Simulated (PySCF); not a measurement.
# [Eu(S2)2]−: how settings move a single point

Aim: repeat the single point on relaxed [Eu(S2)2]− with altered settings, some of them bad on purpose. The species was built from a template and needn't be a known compound.

Computed with PySCF 2.14.0. Level: r2SCAN, Eu lcecp-1-SVP with ECP52, S def2-SVP; scalar-relativistic core potentials, no spin–orbit coupling.

3 further runs of the same task are left out: 2 for a known fault of the program, 1 that didn't finish.

**1. Where the work starts**

5 atoms, charge -1, spin multiplicity 1.

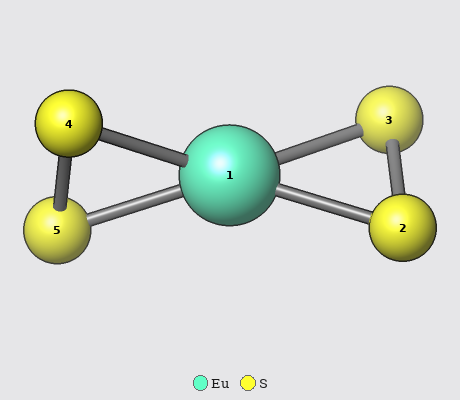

The structure; europium green, sulfur yellow; atoms are numbered from 1 in the order of the file.

Coordinates:

```xyz
5
charge -1, multiplicity 1
Eu    0.0000    0.0000    0.0000
S     0.7713    0.7713    2.4112
S    -0.7713   -0.7713    2.4112
S     0.7713   -0.7713   -2.4112
S    -0.7713    0.7713   -2.4112
```

Formal oxidation states: Eu +3. Each metal's 6 4f electrons lie in its core potential, so multiplicities, spins and levels count the valence alone. An earlier session relaxed this geometry at r2SCAN, Eu lcecp-1-SVP with ECP52, S def2-SVP (singlet, point group D2d).

The sound run used a (50, 194) grid (finer on f atoms), a threshold of 1e-8 and at most 55 cycles, and ended at -1627.747585 Eh.

**2. Try 1**

Contents of run.py (the lines that set the calculation):

```python
mol = gto.M(atom='''
Eu     0.00000     0.00000     0.00000
S      0.77127     0.77127     2.41116
S     -0.77127    -0.77127     2.41116
S      0.77127    -0.77127    -2.41116
S     -0.77127     0.77127    -2.41116''',
    basis={'Eu': 'lcecp-1-SVP', 'S': 'def2-SVP'},
    ecp={'Eu': 'lcecp-1-SVP'},
    charge=-1, spin=0)
mf = dft.RKS(mol, xc='R2SCAN')
mf.grids.atom_grid = (50, 194)  # f atoms: unpruned, at least (60, 302)
mf = mf.density_fit()  # fitting sets: Eu AutoAux, S def2-universal-JKFIT
mf.conv_tol = 1e-06; mf.max_cycle = 55
mf.kernel(dm0)  # dm0: free metal ions and neutral atoms
```

Run with:

```
$ OMP_NUM_THREADS=2 python run.py
```

What it wrote:

```text
init E= -1656.69463425503
  HOMO = 0.0580471985430431  LUMO = 0.0626658117138802  gap/eV = 0.12568
cycle= 1 E= -1626.11052988768  delta_E= 30.6  |g|= 2.36  |ddm|= 4.53
  HOMO = -0.211481050077233  LUMO = -0.154579316329549  gap/eV = 1.54838
cycle= 2 E= -1625.63805579553  delta_E= 0.472  |g|= 2.43  |ddm|= 6.47
  HOMO = -0.0458576186976604  LUMO = 0.0563702869558595  gap/eV = 2.78176
cycle= 3 E= -1627.71293496988  delta_E= -2.07  |g|= 0.305  |ddm|= 3.95
  HOMO = -0.00755644635512091  LUMO = 0.0657075240481176  gap/eV = 1.99361
cycle= 4 E= -1627.73983970283  delta_E= -0.0269  |g|= 0.154  |ddm|= 0.705
  HOMO = -0.019564875584052  LUMO = 0.053993537342425  gap/eV = 2.00163
cycle= 5 E= -1627.74668714174  delta_E= -0.00685  |g|= 0.0456  |ddm|= 0.253
  HOMO = -0.019145787724588  LUMO = 0.0583819340732502  gap/eV = 2.10964
cycle= 6 E= -1627.7475693607  delta_E= -0.000882  |g|= 0.00704  |ddm|= 0.0794
  HOMO = -0.0198057704838823  LUMO = 0.0577404339893174  gap/eV = 2.11014
cycle= 7 E= -1627.74758323297  delta_E= -1.39e-05  |g|= 0.00254  |ddm|= 0.0135
  HOMO = -0.0197586815908113  LUMO = 0.0578163877626057  gap/eV = 2.11093
cycle= 8 E= -1627.74758537991  delta_E= -2.15e-06  |g|= 0.000287  |ddm|= 0.00344
  HOMO = -0.0197547586153416  LUMO = 0.0578220488698445  gap/eV = 2.11097
cycle= 9 E= -1627.74758540393  delta_E= -2.4e-08  |g|= 5.7e-05  |ddm|= 0.000463
  HOMO = -0.019758125025357  LUMO = 0.0578031343523856  gap/eV = 2.11055
Extra cycle  E= -1627.74758539846  delta_E= 5.47e-09  |g|= 0.000129  |ddm|= 0.000299
converged SCF energy = -1627.74758539846
```

Wall time 4.1 s (2 threads of AMD EPYC 9R45 (Zen 5), shared host).

Changed: the SCF threshold (1e-06). It converges in 9 cycles, at the sound run's energy within 0.001 eV, with a largest force component of 0.00 eV/Å. The result survives the change.

**3. Try 2**

run.py (the lines that set the calculation): that of step 2 with these lines changed.

```diff
@@ -10,5 +10,5 @@
 mf = dft.RKS(mol, xc='R2SCAN')
-mf.grids.atom_grid = (50, 194)  # f atoms: unpruned, at least (60, 302)
+mf.grids.atom_grid = (99, 590)  # f atoms: unpruned, at least (60, 302)
 mf = mf.density_fit()  # fitting sets: Eu AutoAux, S def2-universal-JKFIT
-mf.conv_tol = 1e-06; mf.max_cycle = 55
+mf.conv_tol = 1e-08; mf.max_cycle = 55
 mf.kernel(dm0)  # dm0: free metal ions and neutral atoms
```

Run with:

```
$ OMP_NUM_THREADS=2 python run.py
```

What it wrote:

```text
init E= -1656.69205597911
  HOMO = 0.0579860811183012  LUMO = 0.0625063019592176  gap/eV = 0.12300
cycle= 1 E= -1626.11150865841  delta_E= 30.6  |g|= 2.36  |ddm|= 4.53
  HOMO = -0.211624873237958  LUMO = -0.154253145117072  gap/eV = 1.56116
cycle= 2 E= -1625.63982136738  delta_E= 0.472  |g|= 2.43  |ddm|= 6.46
  HOMO = -0.0457222612196655  LUMO = 0.0564134808925159  gap/eV = 2.77926
cycle= 3 E= -1627.71075043627  delta_E= -2.07  |g|= 0.305  |ddm|= 3.94
  HOMO = -0.00761861191941269  LUMO = 0.0656668283691161  gap/eV = 1.99420
cycle= 4 E= -1627.73740511575  delta_E= -0.0267  |g|= 0.155  |ddm|= 0.703
  HOMO = -0.0196030993719119  LUMO = 0.0539650915618175  gap/eV = 2.00189
cycle= 5 E= -1627.74428480296  delta_E= -0.00688  |g|= 0.0459  |ddm|= 0.253
  HOMO = -0.0191871383374732  LUMO = 0.0583546932523899  gap/eV = 2.11002
cycle= 6 E= -1627.74517701379  delta_E= -0.000892  |g|= 0.00702  |ddm|= 0.0795
  HOMO = -0.0198505789770951  LUMO = 0.0577224121335715  gap/eV = 2.11087
cycle= 7 E= -1627.74519077339  delta_E= -1.38e-05  |g|= 0.00254  |ddm|= 0.0134
  HOMO = -0.019804366036235  LUMO = 0.0577980823998593  gap/eV = 2.11167
cycle= 8 E= -1627.74519292343  delta_E= -2.15e-06  |g|= 0.000286  |ddm|= 0.00344
  HOMO = -0.0198005872806551  LUMO = 0.0578040656156678  gap/eV = 2.11173
cycle= 9 E= -1627.74519294716  delta_E= -2.37e-08  |g|= 5.7e-05  |ddm|= 0.000466
  HOMO = -0.0198045924049702  LUMO = 0.0577947534834119  gap/eV = 2.11159
cycle= 10 E= -1627.74519294855  delta_E= -1.39e-09  |g|= 1.13e-06  |ddm|= 0.000102
  HOMO = -0.0198045442090463  LUMO = 0.0577947387630819  gap/eV = 2.11158
Extra cycle  E= -1627.74519294856  delta_E= -5e-12  |g|= 7.31e-07  |ddm|= 4.12e-06
converged SCF energy = -1627.74519294856
```

Wall time 9.3 s (2 threads of AMD EPYC 9R45 (Zen 5), shared host).

Changed: the integration grid, to (99, 590). It converges in 10 cycles, +0.065 eV from the sound run, with a largest force component of 0.01 eV/Å.

**4. Try 3**

run.py (the lines that set the calculation): that of step 3 with these lines changed.

```diff
@@ -10,5 +10,5 @@
 mf = dft.RKS(mol, xc='R2SCAN')
-mf.grids.atom_grid = (99, 590)  # f atoms: unpruned, at least (60, 302)
+mf.grids.atom_grid = (50, 194)  # f atoms: unpruned, at least (60, 302)
 mf = mf.density_fit()  # fitting sets: Eu AutoAux, S def2-universal-JKFIT
-mf.conv_tol = 1e-08; mf.max_cycle = 55
-mf.kernel(dm0)  # dm0: free metal ions and neutral atoms
+mf.conv_tol = 1e-08; mf.max_cycle = 61
+mf.kernel(dm0)  # dm0: core Hamiltonian
```

Run with:

```
$ OMP_NUM_THREADS=2 python run.py
```

What it wrote:

```text
init E= -1596.54208318121
  HOMO = 0.0653843960414081  LUMO = 0.0734268726171114  gap/eV = 0.21885
cycle= 1 E= -1548.95323251484  delta_E= 47.6  |g|=  9.2  |ddm|= 40.8
  HOMO = -0.431563020056473  LUMO = -0.261538538548826  gap/eV = 4.62660
cycle= 2 E= -1580.09245551164  delta_E= -31.1  |g|= 6.85  |ddm|=   39
  HOMO = 0.0229011599998014  LUMO = 0.0242326906443664  gap/eV = 0.03623
cycle= 3 E= -1623.25186014632  delta_E= -43.2  |g|= 3.49  |ddm|=   23
  HOMO = 0.035201100738776  LUMO = 0.0748411083784737  gap/eV = 1.07866
cycle= 4 E= -1627.60934738057  delta_E= -4.36  |g|= 0.673  |ddm|= 5.62
  HOMO = -0.0573349936951902  LUMO = 0.00764912678043185  gap/eV = 1.76831
cycle= 5 E= -1627.6810557008  delta_E= -0.0717  |g|= 0.429  |ddm|= 1.32
  HOMO = -0.0138589122036073  LUMO = 0.0673177673232932  gap/eV = 2.20893
cycle= 6 E= -1627.74347406662  delta_E= -0.0624  |g|= 0.105  |ddm|= 0.798
  HOMO = -0.020549949670973  LUMO = 0.0530810475451702  gap/eV = 2.00360
cycle= 7 E= -1627.74602616102  delta_E= -0.00255  |g|= 0.0637  |ddm|= 0.267
  HOMO = -0.0198092541317031  LUMO = 0.056797183016523  gap/eV = 2.08457
cycle= 8 E= -1627.74751158411  delta_E= -0.00149  |g|= 0.0137  |ddm|= 0.0814
  HOMO = -0.0197872765625055  LUMO = 0.0578212221455235  gap/eV = 2.11183
cycle= 9 E= -1627.74758525738  delta_E= -7.37e-05  |g|= 0.000684  |ddm|= 0.0224
  HOMO = -0.019753654185334  LUMO = 0.05777367345377  gap/eV = 2.10963
cycle= 10 E= -1627.74758530673  delta_E= -4.94e-08  |g|= 0.000488  |ddm|= 0.00113
  HOMO = -0.0197606742714607  LUMO = 0.0578101695082119  gap/eV = 2.11081
cycle= 11 E= -1627.7475854052  delta_E= -9.85e-08  |g|= 1.89e-05  |ddm|= 0.000767
  HOMO = -0.0197587883928293  LUMO = 0.0578124811043082  gap/eV = 2.11082
cycle= 12 E= -1627.74758540532  delta_E= -1.23e-10  |g|= 7.77e-07  |ddm|= 3.63e-05
  HOMO = -0.019758821749  LUMO = 0.0578126706586119  gap/eV = 2.11083
Extra cycle  E= -1627.74758540533  delta_E= -5e-12  |g|= 1.35e-06  |ddm|= 3.31e-06
converged SCF energy = -1627.74758540533
```

Run time: 4.9 s. Hardware: 2 threads of AMD EPYC 9R45 (Zen 5), shared host.

Changed: the starting guess (bare core Hamiltonian); the cycle limit is 61. It converges in 12 cycles, at the sound run's energy within 0.001 eV, with a largest force component of 0.00 eV/Å. The result survives the change.

**5. Try 4**

Contents of run.py (the lines that set the calculation):

```python
mol = gto.M(atom='''
Eu     0.00000     0.00000     0.00000
S      0.72499     0.72499     2.26649
S     -0.72499    -0.72499     2.26649
S      0.72499    -0.72499    -2.26649
S     -0.72499     0.72499    -2.26649''',
    basis={'Eu': 'lcecp-1-SVP', 'S': 'def2-SVP'},
    ecp={'Eu': 'lcecp-1-SVP'},
    charge=-1, spin=0)
mf = dft.RKS(mol, xc='R2SCAN')
mf.grids.atom_grid = (50, 194)  # f atoms: unpruned, at least (60, 302)
mf = mf.density_fit()  # fitting sets: Eu AutoAux, S def2-universal-JKFIT
mf.conv_tol = 1e-08; mf.max_cycle = 55
mf.kernel(dm0)  # dm0: free metal ions and neutral atoms
```

Run with:

```
$ OMP_NUM_THREADS=2 python run.py
```

What it wrote:

```text
init E= -1657.06919078523
  HOMO = 0.0675574231858372  LUMO = 0.0707510305950883  gap/eV = 0.08690
cycle= 1 E= -1626.89591915917  delta_E= 30.2  |g|= 1.95  |ddm|=  4.3
  HOMO = -0.167065076860035  LUMO = -0.0426250287204333  gap/eV = 3.38619
cycle= 2 E= -1626.51464297982  delta_E= 0.381  |g|= 1.86  |ddm|= 4.92
  HOMO = -0.0137307701350693  LUMO = 0.0471908819786128  gap/eV = 1.65776
cycle= 3 E= -1627.63074130975  delta_E= -1.12  |g|= 0.507  |ddm|= 3.42
  HOMO = 0.00240109784146873  LUMO = 0.0925141480313165  gap/eV = 2.45210
cycle= 4 E= -1627.70667605823  delta_E= -0.0759  |g|= 0.195  |ddm|= 0.979
  HOMO = -0.0127818366928122  LUMO = 0.0689723485195159  gap/eV = 2.22464
cycle= 5 E= -1627.71978092195  delta_E= -0.0131  |g|= 0.0528  |ddm|= 0.376
  HOMO = -0.011554054499744  LUMO = 0.0718036570357299  gap/eV = 2.26828
cycle= 6 E= -1627.72073264758  delta_E= -0.000952  |g|= 0.00511  |ddm|= 0.077
  HOMO = -0.0110382332797293  LUMO = 0.0721690764403853  gap/eV = 2.26419
cycle= 7 E= -1627.72074104255  delta_E= -8.39e-06  |g|= 0.000401  |ddm|= 0.00899
  HOMO = -0.0111091197815157  LUMO = 0.0721188109736275  gap/eV = 2.26475
cycle= 8 E= -1627.7207410892  delta_E= -4.66e-08  |g|= 0.000107  |ddm|= 0.000632
  HOMO = -0.0111085912298496  LUMO = 0.072108059170926  gap/eV = 2.26444
cycle= 9 E= -1627.72074109381  delta_E= -4.62e-09  |g|= 6.42e-06  |ddm|= 0.000196
  HOMO = -0.0111082909676346  LUMO = 0.0721080066540836  gap/eV = 2.26443
Extra cycle  E= -1627.72074109382  delta_E= -1.05e-11  |g|= 3.8e-06  |ddm|= 1.88e-05
converged SCF energy = -1627.72074109382
```

It took 4.4 s on 2 threads of AMD EPYC 9R45 (Zen 5), shared host.

Changed: the scale of all coordinates (0.94). It converges in 9 cycles, +0.730 eV from the sound run, with a largest force component of 1.70 eV/Å. The setting is unsound, so these numbers aren't the compound's.

**6. Results**

| run | changed | ending | energy change (eV) | cycles | time | usable |
| --- | --- | --- | --- | --- | --- | --- |
| 1 | the SCF threshold | converged | 0.000 | 9 | 4.1 s | yes |
| 2 | the integration grid | converged | +0.065 | 10 | 9.3 s | yes |
| 3 | the starting guess | converged | 0.000 | 12 | 4.9 s | yes |
| 4 | the scale of all coordinates | converged | +0.730 | 9 | 4.4 s | no |

3 of 4 altered runs give a usable result. 1 ended normally with numbers unfit to quote.
